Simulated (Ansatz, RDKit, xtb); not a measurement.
# Isomers of C2H6OSSi, a sample narrowed down, part 2 of 2

Which of a sample of isomers of C2H6OSSi is the most stable in the gas at 298.15 K, and what are its properties? The sample is small against all isomers, and the most stable one of this formula need not be in it.

xtb, Ansatz and PySCF; isolated molecules. Earlier steps stand in the parts before.

## 7. Are they minima? Harmonic frequencies

The lowest few in one piece go on as finalists. Harmonic vibrations at B3LYP-D3(BJ)/def2-SVP test each finalist and give the zero-point energy and the thermal terms. The first, c826a:

The input, input.yaml:

```yaml
crystal:
  periodic: [false, false, false]
  atoms:
    - {symbol: C, position_ang: [0.099259, 0.491224, 1.490807]}
    - {symbol: C, position_ang: [-0.997276, 0.993404, 0.639790]}
    - {symbol: O, position_ang: [-0.534387, -0.348594, 0.520574]}
    - {symbol: S, position_ang: [-0.169993, 0.094103, 3.241576]}
    - {symbol: Si, position_ang: [1.911472, 0.890835, 1.068570]}
    - {symbol: H, position_ang: [2.726418, -0.345786, 1.203893]}
    - {symbol: H, position_ang: [2.436873, 1.943639, 1.982447]}
    - {symbol: H, position_ang: [1.936758, 1.374852, -0.338869]}
    - {symbol: H, position_ang: [-1.469104, -0.264970, 3.109308]}
    - {symbol: H, position_ang: [-0.788867, 1.650066, -0.216080]}
    - {symbol: H, position_ang: [-1.991696, 1.116706, 1.088823]}
basis:
  gaussian:
    orbitals: def2-SVP
phonons: {}
hamiltonian:
  xc: {name: B3LYP}
  dispersion: d3bj
scf:
  lower_state_search: off
```

Started as:

```
$ ansatz run input.yaml --threads 2 --pin off --max-ram 5220MiB --events-out events.jsonl --progress --plain --runs-dir runs
```

The program printed, cut to the lines that bear on the results:

```text
Warning: RAYON_NUM_THREADS=2 ignored (pool sized by the plan → 2); use --threads N
Functional definition: B3LYP
  name "B3LYP"
[...]
1159 factors; integrals over basis functions are off by at most 2.9e-4 eV
[...]
mean field -22922.08574222 eV, -842.3711138789 hartree, gradient 3.8e-6 eV, S^2 0.000000; 0 other end points of the search recorded, 0 dependent functions left out
[...]
reference -22922.08598664 eV, -842.3711228610 hartree; 28, 28 occupied and 80, 80 virtual orbitals, 1159 factors
[...]
1159 factors; integrals over basis functions are off by at most 2.9e-4 eV
mean field -22922.08558098 eV, -842.3711079534 hartree, gradient 9.1e-7 eV, S^2 0.000000; 0 other end points of the search recorded, 0 dependent functions left out
[...]
reference -22922.08582542 eV, -842.3711169364 hartree; 28, 28 occupied and 80, 80 virtual orbitals, 1159 factors
[...]
Atom 4 at     1.911472     0.890835     1.068570 Å, force     0.000671    -0.000421     0.000048 eV/Å
Atom 5 at     2.726418    -0.345786     1.203893 Å, force    -0.000266    -0.000162     0.000021 eV/Å
Atom 6 at     2.436873     1.943639     1.982447 Å, force    -0.000165     0.000138    -0.000078 eV/Å
Atom 7 at     1.936758     1.374852    -0.338869 Å, force    -0.000318     0.000245     0.000167 eV/Å
Atom 8 at    -1.469104    -0.264970     3.109308 Å, force     0.000103     0.000039    -0.000060 eV/Å
Atom 9 at    -0.788867     1.650066    -0.216080 Å, force    -0.000348     0.000475    -0.000267 eV/Å
Atom 10 at    -1.991696     1.116706     1.088823 Å, force     0.000376    -0.000129    -0.000009 eV/Å
Dipole moment:    -0.153677     0.310449    -0.055325 e Å
Vibrations: 75.69 150.55 184.04 245.63 304.58 362.87 464.87 613.61 654.52 760.10 812.28 904.82 926.61 939.79 950.91 962.23 1088.81 1123.08 1147.79 1335.18 1506.61 2236.70 2245.53 2254.82 2656.94 3071.88 3168.76 cm⁻¹, zero-point energy 1.931002 eV
Checks for a lower state left out: stability, starts, cluster_reference, orbital_swaps, neighbouring_geometries, increment
```

Wall time 5.7 min (2 threads of AMD EPYC (Zen 3), shared host).

## 8. Thermal terms of the finalists

At 298.15 K and 1 atm, ideal gas, rigid rotor and harmonic oscillator:

| label | SMILES | spin | point group | lowest mode (cm⁻¹) | zero-point (kcal/mol) | G − E (kcal/mol) |
| --- | --- | --- | --- | --- | --- | --- |
| c826a | [SiH3][C@@]1(S)CO1 | singlet | C1 | 76 | 44.5 | 24.4 |
| c585a | [SiH3][C@@H]1O[C@H]1S | singlet | C1 | 124 | 44.8 | 24.8 |
| c911a | [SiH3][C@@H]1O[C@@H]1S | singlet | C1 | 57 | 44.7 | 24.5 |

Chiral structures get −RT ln 2 for their mirror image.

## 9. Last filter: a higher level

Each finalist gets a single point at CCSD(T)/def2-SVP + MP2/def2-TZVPP - MP2/def2-SVP.

c826a, CCSD(T)/def2-SVP:

Changes to input.yaml since step 7:

```diff
@@ -15,9 +15,4 @@
 basis:
-  gaussian:
-    orbitals: def2-SVP
-phonons: {}
-hamiltonian:
-  xc: {name: B3LYP}
-  dispersion: d3bj
-scf:
-  lower_state_search: off
+  gaussian: {orbitals: def2-SVP}
+total_charge: 0
+correlation: {method: ccsd_t, frozen_orbitals: {O: 1, H: 0, C: 1, Si: 5, S: 5}}
```

Started as:

```
$ ansatz run input.yaml --threads 2 --pin off --max-ram 5220MiB --events-out events.jsonl --progress --plain --runs-dir runs
```

The program printed, cut to the lines that bear on the results:

```text
Warning: RAYON_NUM_THREADS=2 ignored (pool sized by the plan → 2); use --threads N
Functional definition: HF
  name "HF"
[...]
1055 factors; integrals over basis functions are off by at most 1.3e-3 eV
[...]
mean field -22861.65578036 eV, -840.1503537414 hartree, gradient 2.1e-6 eV, S^2 0.000000; 0 other end points of the search recorded, 0 dependent functions left out
13 core orbitals not correlated: weight in the atoms' cores, before any rotation towards them, 1.000 or more for the frozen orbitals, at most 0.000 for the correlated occupied ones
reference -22861.65578036 eV, -840.1503537414 hartree; 15, 15 occupied and 80, 80 virtual orbitals, 1055 factors
second order -18.81422759 eV of doubles, -0.00000000 eV of singles
cycle   1  -19.57032249 eV  change   -7.6e-1 eV  update   1.1e-1
[...]
cycle   9  -20.30144918 eV  change   -2.6e-5 eV  update   2.8e-5
perturbative correction -0.65696312 eV, -0.0241429494 hartree
Total energy: -22882.61419266 eV, -840.9205611873 hartree
```

Run time: 22 s. Hardware: 2 threads of AMD EPYC (Zen 3), shared host; peak memory 0.49 GiB.

## 10. c826a at MP2/def2-TZVPP

The input, input.yaml:

```yaml
basis:
  gaussian: {orbitals: def2-TZVPP}
crystal:
  periodic: [false, false, false]
  atoms:
    - symbol: C
      position_ang: [0.099259, 0.491224, 1.490807]
    - symbol: C
      position_ang: [-0.997276, 0.993404, 0.639790]
    - symbol: O
      position_ang: [-0.534387, -0.348594, 0.520574]
    - symbol: S
      position_ang: [-0.169993, 0.094103, 3.241576]
    - symbol: Si
      position_ang: [1.911472, 0.890835, 1.068570]
    - symbol: H
      position_ang: [2.726418, -0.345786, 1.203893]
    - symbol: H
      position_ang: [2.436873, 1.943639, 1.982447]
    - symbol: H
      position_ang: [1.936758, 1.374852, -0.338869]
    - symbol: H
      position_ang: [-1.469104, -0.264970, 3.109308]
    - symbol: H
      position_ang: [-0.788867, 1.650066, -0.216080]
    - symbol: H
      position_ang: [-1.991696, 1.116706, 1.088823]
correlation: {method: mp2, frozen_orbitals: {O: 1, H: 0, C: 1, Si: 5, S: 5}}
```

Started as:

```
$ ansatz run input.yaml --threads 2 --pin off --max-ram 5220MiB --events-out events.jsonl --progress --plain --runs-dir runs
```

The program printed:

```text
Warning: RAYON_NUM_THREADS=2 ignored (pool sized by the plan → 2); use --threads N
[... 2 set-up lines as earlier in the session ...]
  exchange = exact_x
  correlation = 0
1536 factors; integrals over basis functions are off by at most 1.0e-3 eV
mean field evaluation 1: about -22869.7048 eV, gradient 3.1e1 eV
mean field evaluation 2: about -22870.0592 eV, gradient 3.1e1 eV
mean field evaluation 4: about -22873.0556 eV, gradient 5.4e0 eV
mean field evaluation 8: about -22873.1534 eV, gradient 3.5e-1 eV
mean field evaluation 16: about -22873.1541 eV, gradient 2.2e-6 eV
mean field -22873.15407958 eV, -840.5729084440 hartree, gradient 2.2e-6 eV, S^2 0.000000; 0 other end points of the search recorded, 0 dependent functions left out
13 core orbitals not correlated: weight in the atoms' cores, before any rotation towards them, 1.000 or more for the frozen orbitals, at most 0.000 for the correlated occupied ones
reference -22873.15407958 eV, -840.5729084440 hartree; 15, 15 occupied and 233, 233 virtual orbitals, 1536 factors
second order -23.72007356 eV of doubles, -0.00000000 eV of singles
Total energy: -22896.87415314 eV, -841.4446050692 hartree
```

It took 17 s on 2 threads of AMD EPYC (Zen 3), shared host; peak memory 0.67 GiB.

## 11. c585a at CCSD(T)/def2-SVP

The input, input.yaml:

```yaml
basis:
  gaussian: {orbitals: def2-SVP}
crystal:
  periodic: [false, false, false]
  atoms:
    - {symbol: C, position_ang: [0.252755, 0.870215, 0.848669]}
    - {symbol: C, position_ang: [-0.557422, 1.123202, 2.057540]}
    - {symbol: O, position_ang: [0.348032, 2.099751, 1.620779]}
    - {symbol: S, position_ang: [-2.326055, 1.476764, 2.045002]}
    - {symbol: Si, position_ang: [1.803198, -0.212884, 0.879252]}
    - {symbol: H, position_ang: [2.217085, -0.393832, 2.298532]}
    - {symbol: H, position_ang: [1.505414, -1.538231, 0.262776]}
    - {symbol: H, position_ang: [2.895714, 0.451423, 0.114818]}
    - {symbol: H, position_ang: [-0.274219, 0.994616, -0.109924]}
    - {symbol: H, position_ang: [-0.301515, 0.615937, 2.999063]}
    - {symbol: H, position_ang: [-2.336077, 2.063673, 0.825897]}
correlation: {method: ccsd_t, frozen_orbitals: {O: 1, H: 0, C: 1, Si: 5, S: 5}}
```

Started as:

```
$ ansatz run input.yaml --threads 2 --pin off --max-ram 5220MiB --events-out events.jsonl --progress --plain --runs-dir runs
```

The program printed, cut to the lines that bear on the results:

```text
Warning: RAYON_NUM_THREADS=2 ignored (pool sized by the plan → 2); use --threads N
[... 2 set-up lines as earlier in the session ...]
[...]
1056 factors; integrals over basis functions are off by at most 1.2e-3 eV
[...]
mean field -22861.68198833 eV, -840.1513168666 hartree, gradient 1.8e-6 eV, S^2 0.000000; 0 other end points of the search recorded, 0 dependent functions left out
13 core orbitals not correlated: weight in the atoms' cores, before any rotation towards them, 1.000 or more for the frozen orbitals, at most 0.000 for the correlated occupied ones
reference -22861.68198833 eV, -840.1513168666 hartree; 15, 15 occupied and 80, 80 virtual orbitals, 1056 factors
second order -18.76789809 eV of doubles, -0.00000000 eV of singles
cycle   1  -19.54759886 eV  change   -7.8e-1 eV  update   1.1e-1
[...]
cycle   9  -20.27182103 eV  change   -2.6e-5 eV  update   2.9e-5
perturbative correction -0.65054076 eV, -0.0239069319 hartree
Total energy: -22882.60435012 eV, -840.9201994807 hartree
```

It took 19 s on 2 threads of AMD EPYC (Zen 3), shared host; peak memory 0.48 GiB.

## 12. Putting it together

Energies in kcal/mol from c826a; G adds the thermal terms to the CCSD(T)/def2-SVP + MP2/def2-TZVPP - MP2/def2-SVP energy. The columns left of the relaxed level are at the tight-binding geometries.

| label | SMILES | spin | GFN2-xTB | HF/STO-3G | r2SCAN-D4/def2-SVP | B3LYP-D3(BJ)/def2-SVP | HF/def2-SVP | MP2/def2-SVP | CCSD(T)/def2-SVP + MP2/def2-TZVPP - MP2/def2-SVP | G | share at equilibrium | T1 |
| --- | --- | --- | --- | --- | --- | --- | --- | --- | --- | --- | --- | --- |
| c826a | [SiH3][C@@]1(S)CO1 | singlet | 0.0 | 0.0 | 0.0 | 0.0 | 0.0 | 0.0 | 0.0 | 0.0 | 55.9 % | 0.012 |
| c585a | [SiH3][C@@H]1O[C@H]1S | singlet | -0.1 | -2.2 | -0.4 | 0.1 | -0.6 | 0.5 | 0.1 | 0.5 | 23.2 % | 0.012 |
| c911a | [SiH3][C@@H]1O[C@@H]1S | singlet | 0.0 | 0.0 | -0.1 | 0.1 | -0.2 | 0.7 | 0.5 | 0.6 | 20.9 % | 0.012 |

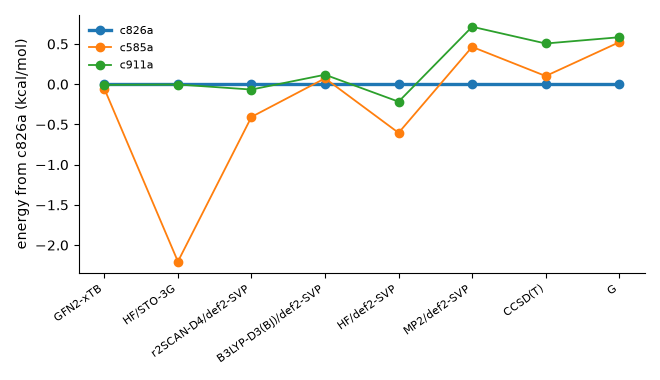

The finalists at each level, measured from c826a.

Lowest found: c826a, `[SiH3][C@@]1(S)CO1`, a singlet of point group C1. Bond lengths: C1–C2 1.476 Å, C1–O3 1.431 Å, C2–O3 1.425 Å, C1–S4 1.815 Å, C1–Si5 1.903 Å, Si5–H6 1.487 Å, Si5–H7 1.490 Å, Si5–H8 1.489 Å, S4–H9 1.354 Å, C2–H10 1.099 Å, C2–H11 1.098 Å. Some angles: C1–C2–O3 59.1°, C2–C1–O3 58.7°, C2–C1–S4 121.4°, C2–C1–Si5 120.5°, O3–C1–S4 117.4°, O3–C1–Si5 113.2°, S4–C1–Si5 113.6°, C1–O3–C2 62.2°, C1–C2–H10 120.8°, C1–C2–H11 118.4°.

```xyz
11

C     0.0993    0.4912    1.4908
C    -0.9973    0.9934    0.6398
O    -0.5344   -0.3486    0.5206
S    -0.1700    0.0941    3.2416
Si    1.9115    0.8908    1.0686
H     2.7264   -0.3458    1.2039
H     2.4369    1.9436    1.9824
H     1.9368    1.3749   -0.3389
H    -1.4691   -0.2650    3.1093
H    -0.7889    1.6501   -0.2161
H    -1.9917    1.1167    1.0888
```

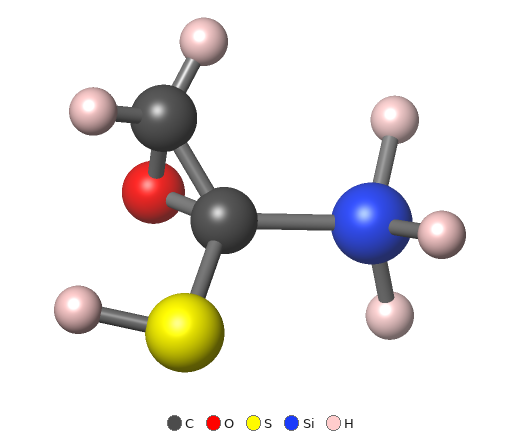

The lowest structure found, seen from a chosen angle (carbon dark grey, oxygen red, sulfur yellow, silicon blue, hydrogen pink).

## 13. Summary of results

This closing draws on all 2 parts.

```
                                                        quantity                                                                  value
                                          lowest structure found                                        [SiH3][C@@]1(S)CO1, singlet, C1
                                                   next finalist               [SiH3][C@@H]1O[C@H]1S, singlet, 0.5 kcal/mol higher in G
                       share at equilibrium, among the finalists                                                                 55.9 %
                                                          funnel  3 starts, 3 minima at GFN2-xTB, 5 screening runs, 3 relaxed, 3 ranked
                                            CPU time of all runs                                                                 42 min
harmonic wavenumbers, lowest and highest (B3LYP-D3(BJ)/def2-SVP)                                                       76 and 3169 cm⁻¹
                             rotational constants, same geometry                                          0.1275, 0.09082, 0.06056 cm⁻¹
```

In words: The search ends on `[SiH3][C@@]1(S)CO1`. Its margin of 0.5 kcal/mol is inside the likely error of CCSD(T)/def2-SVP + MP2/def2-TZVPP - MP2/def2-SVP with harmonic terms (about 1.5 kcal/mol), so the order of the first two is not settled. B3LYP-D3(BJ)/def2-SVP and MP2/def2-SVP already put its bonding pattern lowest among the structures in one piece; GFN2-xTB, HF/STO-3G, r2SCAN-D4/def2-SVP and HF/def2-SVP favour the singlet [SiH3][C@@H]1O[C@H]1S. The largest share of the time went into the vibrations (65 %). The search is not exhaustive (a finite list of starts, one conformer a finalist), so a lower isomer can't be ruled out. Only 3 drawn patterns were tried, so whole families of isomers are missing, and the result ranks this sample alone. The lowest isomer need not be the one that is made and kept in a bottle, which depends on barriers.
